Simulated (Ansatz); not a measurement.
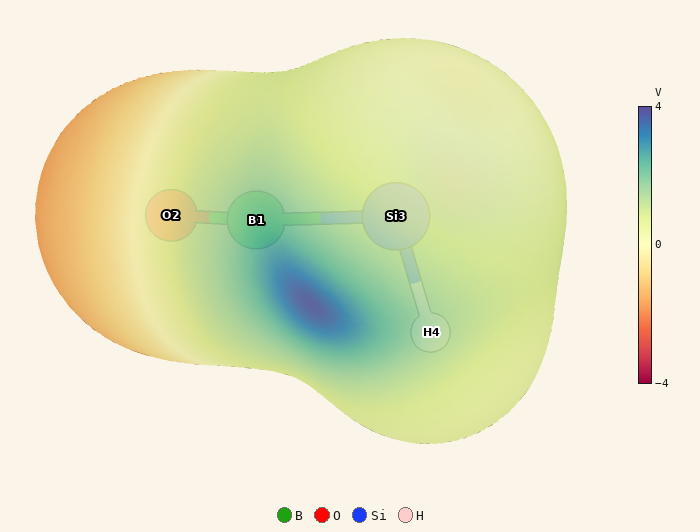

The picture shows: BHOSi (SMILES O=B[SiH]). The electrostatic potential painted on the density surface at 0.002 e/bohr³, seen at a tilt; red is negative and blue positive.

Geometry: PBE0-D3(BJ)/pcseg-1.

The calculation used isolated molecule in a Gaussian basis; Kohn-Sham density functional theory, functional PBE0 in Ansatz.

```tsv
atom	x (Å)	y (Å)	z (Å)
B	0.6218	0.5366	-0.1617
O	1.3342	1.2795	-0.7924
Si	-0.5557	-0.6261	1.0206
H	-0.8182	-1.5553	-0.1614
```

Which sites attract a positive test charge, and which a negative one?

A positive charge is drawn to the negative regions and a negative charge to the positive ones. The most negative region (about −1.8 V, or −42 kcal/mol for a unit charge) lies over O2, the most positive (about +3.7 V, or +85 kcal/mol for a unit charge) over Si3. O2 is the likeliest acceptor of a hydrogen bond.
